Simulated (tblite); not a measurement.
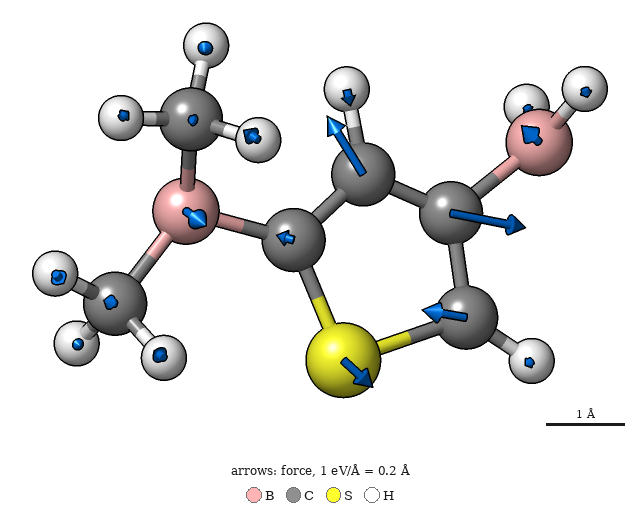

Starting geometry of C$_{6}$H$_{10}$B$_{2}$S with the computed forces as blue arrows. Style: ball-and-stick. Shown at a tilt.

Theory: tblite 0.8.0, GFN2-xTB geometry optimisation, gas phase. 

**What follows when this structure is relaxed?**

It isn't relaxed: the largest force vector, on a C atom, is 5.48 eV/Å. The final displacements have little in common with the starting forces (cosine between the two patterns 0.13). The energy falls by 173.9 kJ/mol in 159 geometry steps. The largest move after the best rigid fit is that of an H atom, 1.51 Å. Largest moves by element: H 1.51 Å, C 0.57 Å, S 0.55 Å, B 0.46 Å. Near-neighbour distances that change, for instance: C–S 1.870 → 1.700 Å, C–C 1.335 → 1.423 Å, B–C 1.602 → 1.532 Å, C–S 1.690 → 1.758 Å. Among the angles between lasting bonds that change: C–C–S 101.4° → 113.9°, S–C–H 130.9° → 119.3°, C–B–C 112.4° → 121.2°.
